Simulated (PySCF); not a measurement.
System (SMILES): C=C=O.
Geometry (B3LYP-D3(BJ)/def2-TZVP, fixed):
```xyz
5

C      0.0091     0.0017    -1.2056
C     -0.0008    -0.0001     0.1027
H      0.0282     0.9401    -1.7377
H     -0.0018    -0.9351    -1.7406
O     -0.0096    -0.0018     1.2620
```
Charge 0, spin multiplicity 1.

Basis-set convergence of the isotropic shielding of C1 at PBE0 with PySCF. GIAO, no density fitting; atoms are numbered in the order shown. All functions are spherical. No added dispersion term, no relativity. Reference: the value in pcseg-3, 187.00 ppm, itself unsure by roughly 0.53 ppm (its distance from pcSseg-2). Deviations are taken from unrounded values. Cost is core time over that of 6-311G**, rough, on shared machines of one kind; a dash marks a row that isn't timed (too short, read off another run, short of memory, by another algorithm or on other hardware).

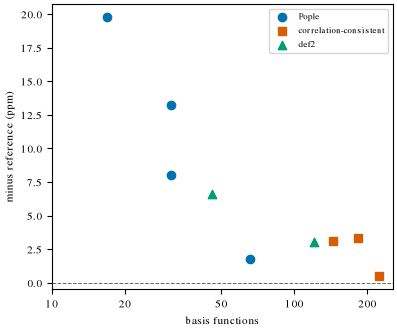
Figure. Deviation from the reference against the number of basis functions, by family of sets.

```json
[
 {"basis": "STO-3G", "functions": "17", "isotropic shielding of C1 (ppm)": "206.79", "minus reference (ppm)": "19.79", "cost": "-"},
 {"basis": "3-21G", "functions": "31", "isotropic shielding of C1 (ppm)": "200.22", "minus reference (ppm)": "13.23", "cost": "-"},
 {"basis": "6-31G", "functions": "31", "isotropic shielding of C1 (ppm)": "195.00", "minus reference (ppm)": "8.01", "cost": "-"},
 {"basis": "def2-SV(P)", "functions": "46", "isotropic shielding of C1 (ppm)": "193.57", "minus reference (ppm)": "6.58", "cost": "-"},
 {"basis": "6-311G**", "functions": "66", "isotropic shielding of C1 (ppm)": "188.80", "minus reference (ppm)": "1.80", "cost": "1×"},
 {"basis": "def2-TZVPP", "functions": "121", "isotropic shielding of C1 (ppm)": "190.06", "minus reference (ppm)": "3.07", "cost": "3×"},
 {"basis": "jun-cc-pV(T+d)Z", "functions": "145", "isotropic shielding of C1 (ppm)": "190.10", "minus reference (ppm)": "3.11", "cost": "5×"},
 {"basis": "aug-cc-pVTZ", "functions": "184", "isotropic shielding of C1 (ppm)": "190.36", "minus reference (ppm)": "3.36", "cost": "9×"},
 {"basis": "cc-pVQZ", "functions": "225", "isotropic shielding of C1 (ppm)": "187.48", "minus reference (ppm)": "0.48", "cost": "20×"}
]
```
